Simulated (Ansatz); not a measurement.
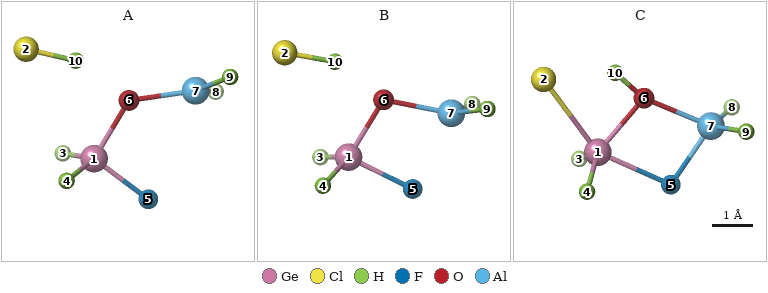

3 geometries from a converged minimum-energy path of AlGeH$_{5}$OClF, shuffled. The picture is a ball-and-stick view, seen at a tilt.

The calculation used RKS B3LYP-D4/def2-SVP in Ansatz. Run with 9 movable images; climbing image; force threshold 0.03 eV/Å; iteration limit 60; starting path through a guess of the saddle point.

One of them is the converged climbing image. Which?

A. In order along the path, whose images run from 0 to 10: C (image 2, +15.3 kcal/mol), B (image 5, +32.7 kcal/mol), A (image 7, +36.5 kcal/mol). Breaking: F5–Al7 (1.76 → 3.06 at the top → 3.56 Å), Ge1–Cl2 (2.20 → 3.50 at the top → 3.60 Å), O6–H10 (0.97 → 1.79 at the top → 1.81 Å). Forming: Cl2–H10 (2.80 → 1.32 at the top → 1.31 Å), Ge1–F5 (2.32 → 1.76 at the top → 1.75 Å).
